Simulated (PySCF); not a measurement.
SMILES C(/C)=C/SC (C4H8S) at its GFN2-xTB optimised geometry (Å):

```
13

C      1.7085    -1.8624     0.0000
C      0.2185    -1.8624     0.0000
C     -0.5422    -0.7769     0.0000
S      0.0728     0.8747     0.0029
C     -1.5055     1.7741    -0.0281
H      2.0878    -0.8431    -0.0085
H      2.0864    -2.3897    -0.8761
H      2.0866    -2.3751     0.8842
H     -0.2628    -2.8316    -0.0002
H     -1.6193    -0.8305    -0.0002
H     -2.0878     1.5207     0.8531
H     -1.2619     2.8316    -0.0188
H     -2.0487     1.5272    -0.9358
```

Calculation: B3LYP/def2-TZVP run with PySCF. Cells within 0.4 Å of a nucleus heavier than hydrogen are left out (blank, or x).

Map of the electron localisation function on the plane z = 0.0 Å:

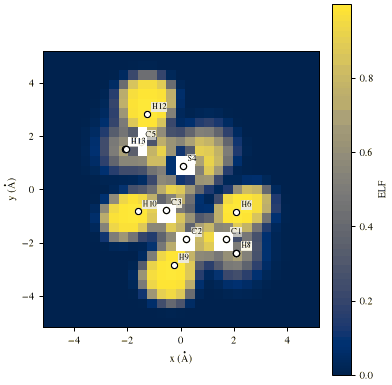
Figure: Electron localisation function on the plane z = 0.0 Å.
